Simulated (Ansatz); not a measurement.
Species, as SMILES: [SiH2] (SiH2) (closed-shell singlet).
Atoms: Si1, H2, H3. Bonds: Si1-H2, Si1-H3.

Basis-set convergence of the highest harmonic wavenumber at CCSD(T) with Ansatz (a program for electronic structure). Each level at its own minimum, finite differences of forces, unscaled; the reference is a large set that could be run, not a limit. Cartesian d functions, on some or all atoms, in 6-31G*, 6-311G**, 6-311+G**; all else is spherical. Cores are frozen. Core-valence sets carry the plain set on hydrogen. A restricted Hartree-Fock determinant is unstable towards unrestricted orbitals. No added dispersion term, no relativity. Reference: the value in def2-QZVPP, 2077 cm⁻¹, itself unsure by roughly 9 cm⁻¹ (its mean distance from cc-pV(Q+d)Z, aug-cc-pV(T+d)Z, def2-TZVPPD). Deviations are taken from unrounded values. Cost is core time over that of 6-311G**, rough, on shared machines of one kind.

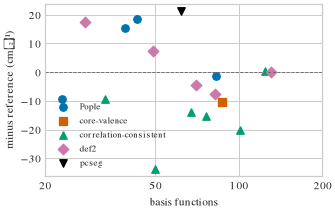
Fig. 1. Deviation from the reference against the number of basis functions, by family of sets.

```json
[
 {"basis": "6-31G*", "functions": "23", "highest harmonic wavenumber (cm⁻¹)": "2067", "minus reference (cm⁻¹)": "-10", "cost": "0.8×"},
 {"basis": "def2-SVP", "functions": "28", "highest harmonic wavenumber (cm⁻¹)": "2094", "minus reference (cm⁻¹)": "17", "cost": "0.6×"},
 {"basis": "cc-pV(D+d)Z", "functions": "33", "highest harmonic wavenumber (cm⁻¹)": "2067", "minus reference (cm⁻¹)": "-9", "cost": "0.8×"},
 {"basis": "6-311G**", "functions": "39", "highest harmonic wavenumber (cm⁻¹)": "2092", "minus reference (cm⁻¹)": "15", "cost": "1×"},
 {"basis": "6-311+G**", "functions": "43", "highest harmonic wavenumber (cm⁻¹)": "2095", "minus reference (cm⁻¹)": "18", "cost": "1×"},
 {"basis": "def2-TZVP", "functions": "49", "highest harmonic wavenumber (cm⁻¹)": "2084", "minus reference (cm⁻¹)": "7", "cost": "2×"},
 {"basis": "aug-cc-pV(D+d)Z", "functions": "50", "highest harmonic wavenumber (cm⁻¹)": "2043", "minus reference (cm⁻¹)": "-34", "cost": "2×"},
 {"basis": "pcseg-2", "functions": "62", "highest harmonic wavenumber (cm⁻¹)": "2098", "minus reference (cm⁻¹)": "21", "cost": "3×"},
 {"basis": "cc-pV(T+d)Z", "functions": "67", "highest harmonic wavenumber (cm⁻¹)": "2063", "minus reference (cm⁻¹)": "-14", "cost": "3×"},
 {"basis": "def2-TZVPP", "functions": "70", "highest harmonic wavenumber (cm⁻¹)": "2072", "minus reference (cm⁻¹)": "-4", "cost": "4×"},
 {"basis": "jun-cc-pV(T+d)Z", "functions": "76", "highest harmonic wavenumber (cm⁻¹)": "2061", "minus reference (cm⁻¹)": "-15", "cost": "7×"},
 {"basis": "def2-TZVPPD", "functions": "82", "highest harmonic wavenumber (cm⁻¹)": "2069", "minus reference (cm⁻¹)": "-8", "cost": "7×"},
 {"basis": "6-311++G(3df,3pd)", "functions": "83", "highest harmonic wavenumber (cm⁻¹)": "2076", "minus reference (cm⁻¹)": "-1", "cost": "7×"},
 {"basis": "cc-pCVTZ", "functions": "87", "highest harmonic wavenumber (cm⁻¹)": "2066", "minus reference (cm⁻¹)": "-10", "cost": "9×"},
 {"basis": "aug-cc-pV(T+d)Z", "functions": "101", "highest harmonic wavenumber (cm⁻¹)": "2057", "minus reference (cm⁻¹)": "-20", "cost": "20×"},
 {"basis": "cc-pV(Q+d)Z", "functions": "124", "highest harmonic wavenumber (cm⁻¹)": "2077", "minus reference (cm⁻¹)": "0", "cost": "40×"},
 {"basis": "def2-QZVPP", "functions": "130", "highest harmonic wavenumber (cm⁻¹)": "2077", "minus reference (cm⁻¹)": "0", "cost": "40×"}
]
```
